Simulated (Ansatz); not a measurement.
# CHF (SMILES [CH]F) at 6 levels

Aim: a comparison of 6 runs (BHLYP/STO-3G, UB3LYP/STO-3G, r2SCAN0/STO-3G, revPBE/STO-3G, UMP2/STO-3G, FCI/STO-3G) of CHF. 

Program for the calculation: Ansatz 0.2.0.

55 further runs of the same task are left out: 6 that didn't finish, 49 set aside as unsound or not needed.

## (1) The structure to begin with

The species is CHF (3 atoms), meant as a singlet with charge 0. SMILES: `[CH]F`. The F2–C1 distance was set to 1.974 Å, away from the relaxed value. At this shape a bond of the SMILES string is far longer than usual.

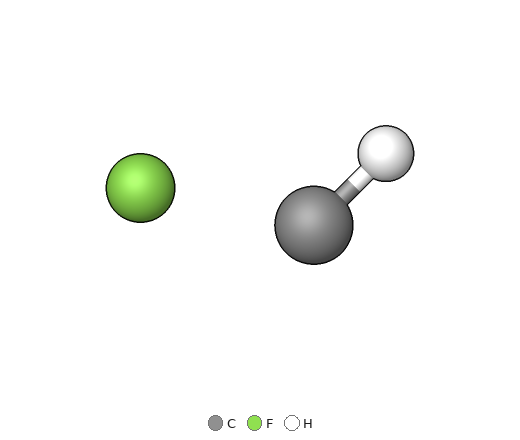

The structure, seen from a chosen angle (carbon grey, fluorine green, hydrogen white).

## (2) The energy at BHLYP/STO-3G (run 1)

File input.yaml:

```yaml
crystal:
  periodic: [false, false, false]
  atoms:
    - {symbol: C, position_ang: [-0.677034, -0.533156, -0.424660]}
    - {symbol: F, position_ang: [0.969610, -0.011280, 0.530170]}
    - {symbol: H, position_ang: [-1.390374, 0.196504, -0.742090]}
basis:
  gaussian: {orbitals: STO-3G}
hamiltonian: {xc: {name: BHLYP}}
accuracy: high
```

Started as:

```console
$ ansatz run input.yaml --threads 1 --pin off --max-ram 2610MiB --events-out events.jsonl --progress --plain --runs-dir runs
```

Output:

```text
Warning: RAYON_NUM_THREADS=1 ignored (pool sized by the plan → 1); use --threads N
Functional definition: BHLYP
  name "BHLYP"
  parameter a = 0.5
  exchange = (1 - a)*b88_x + a*exact_x
  correlation = lyp_c
166 factors; integrals over basis functions are off by at most 4.2e-8 eV
mean field evaluation 1: about -3701.2661 eV, gradient 2.6e1 eV
mean field evaluation 2: about -3603.1229 eV, gradient 1.1e2 eV
mean field evaluation 4: about -3706.3118 eV, gradient 1.2e1 eV
mean field evaluation 8: about -3707.0698 eV, gradient 2.1e0 eV
mean field evaluation 16: about -3707.0849 eV, gradient 3.2e-4 eV
mean field -3707.08492314 eV, -136.2328581731 hartree, gradient 5.4e-9 eV, S^2 0.000000; 0 other end points of the search recorded, 0 dependent functions left out
reference -3707.08493509 eV, -136.2328586123 hartree; 8, 8 occupied and 3, 3 virtual orbitals, 166 factors
Total energy: -3707.08493509 eV, -136.2328586123 hartree
```

Run time: 0.48 s. Hardware: 1 thread of Arm Neoverse V1, shared host.

## (3) A single-point energy at UB3LYP/STO-3G (run 2)

File run.yaml:

```yaml
crystal:
  periodic: [false, false, false]
  atoms:
    - {symbol: C, position_ang: [-0.677034, -0.533156, -0.424660]}
    - {symbol: F, position_ang: [0.969610, -0.011280, 0.530170]}
    - {symbol: H, position_ang: [-1.390374, 0.196504, -0.742090]}
basis:
  gaussian:
    orbitals: STO-3G
hamiltonian:
  xc: {name: B3LYP}
total_charge: 0
accuracy: high
magnetization:
  spin_polarized: true
```

Started as:

```console
$ ansatz run run.yaml --threads 1 --pin off --max-ram 2610MiB --events-out events.jsonl --progress --plain --runs-dir runs
```

Output:

```text
Warning: RAYON_NUM_THREADS=1 ignored (pool sized by the plan → 1); use --threads N
Functional definition: B3LYP
  name "B3LYP"
  parameter a0 = 0.2
  parameter ax = 0.72
  parameter ac = 0.81
  exchange = (1 - a0 - ax)*slater_x + ax*b88_x + a0*exact_x
  correlation = (1 - ac)*vwn_rpa_c + ac*lyp_c
166 factors; integrals over basis functions are off by at most 4.2e-8 eV
mean field evaluation 1: about -3705.2034 eV, gradient 1.8e1 eV
mean field evaluation 2: about -3597.0132 eV, gradient 7.6e1 eV
mean field evaluation 4: about -3705.0274 eV, gradient 1.8e1 eV
mean field evaluation 8: about -3708.8050 eV, gradient 1.1e-1 eV
mean field evaluation 16: about -3708.9281 eV, gradient 8.1e-1 eV
mean field evaluation 32: about -3709.1327 eV, gradient 2.7e-3 eV
mean field evaluation 64: about -3708.8052 eV, gradient 4.3e-4 eV
mean field -3709.13274808 eV, -136.3081143516 hartree, gradient 8.4e-8 eV, S^2 0.691696; 10 other end points of the search recorded, 0 dependent functions left out
reference -3709.13276535 eV, -136.3081149861 hartree; 8, 8 occupied and 3, 3 virtual orbitals, 166 factors
Total energy: -3709.13276535 eV, -136.3081149861 hartree
```

Run time: 3.3 s. Hardware: 1 thread of Arm Neoverse V1, shared host; peak memory 0.096 GiB.

Runs 3 to 5 aren't shown in full; the table further down has their settings and results.

## (4) A single-point energy at FCI/STO-3G (run 6)

File in.yaml:

```yaml
crystal:
  periodic: [false, false, false]
  atoms:
    - {symbol: C, position_ang: [-0.677034, -0.533156, -0.424660]}
    - {symbol: F, position_ang: [0.969610, -0.011280, 0.530170]}
    - {symbol: H, position_ang: [-1.390374, 0.196504, -0.742090]}
basis:
  gaussian: {orbitals: STO-3G}
accuracy: high
total_charge: 0
correlation: {method: fci, frozen_orbitals: {C: 1, F: 1, H: 0}}
```

Started as:

```console
$ ansatz run in.yaml --threads 1 --pin off --max-ram 2610MiB --events-out events.jsonl --progress --plain --runs-dir runs
```

Output, shortened:

```text
Warning: RAYON_NUM_THREADS=1 ignored (pool sized by the plan → 1); use --threads N
Functional definition: HF
  name "HF"
[...]
166 factors; integrals over basis functions are off by at most 4.2e-8 eV
[...]
mean field -3691.60821272 eV, -135.6640995555 hartree, gradient 1.8e-8 eV, S^2 0.000000; 3 other end points of the search recorded, 0 dependent functions left out; unrestricted orbitals would lower it
unrestricted determinant -3694.42073721 eV, -135.7674579241 hartree, S^2 1.3384
2 core orbitals not correlated: weight in the atoms' cores, before any rotation towards them, 1.000 or more for the frozen orbitals, at most 0.000 for the correlated occupied ones
reference -3691.60821272 eV, -135.6640995555 hartree; 6, 6 occupied and 3, 3 virtual orbitals, 166 factors
state -3696.19310201 eV, -135.8325911293 hartree
Total energy: -3696.19310201 eV, -135.8325911293 hartree
```

Run time: 0.4 s. Hardware: 1 thread of Arm Neoverse V1, shared host.

## (5) All runs side by side

| run | level | frozen core orbitals | energy (Eh) | wall time |
| --- | --- | --- | --- | --- |
| 1 | BHLYP/STO-3G | – | -136.232859 | 0.48 s |
| 2 | UB3LYP/STO-3G | – | -136.308115 | 3.3 s |
| 3 | r2SCAN0/STO-3G | – | -136.229199 | 1.3 s |
| 4 | revPBE/STO-3G | – | -136.293697 | 0.74 s |
| 5 | UMP2/STO-3G | 2 | -135.786088 | 0.46 s |
| 6 | FCI/STO-3G | 2 | -135.832591 | 0.4 s |

## (6) What came out

```
                                          quantity          value
                               run 6: total energy  -135.83259 Eh
run 6: correlation energy (2 core orbitals frozen)     -168.5 mEh
```

Against full CI in this basis: UMP2 +46.5 mEh. Totals of different functionals can't be ranked against each other. In runs 1, 2, 3, 4, 5, 6 the basis is minimal, so the values are rough. Spin contamination of the reference: run 5 ⟨S²⟩ = 1.34, run 2 ⟨S²⟩ = 0.69. Where it is this large, the reference is a mixture of spin states, and values that rest on it are in doubt. All runs together took 6.7 s, the longest 3.3 s.
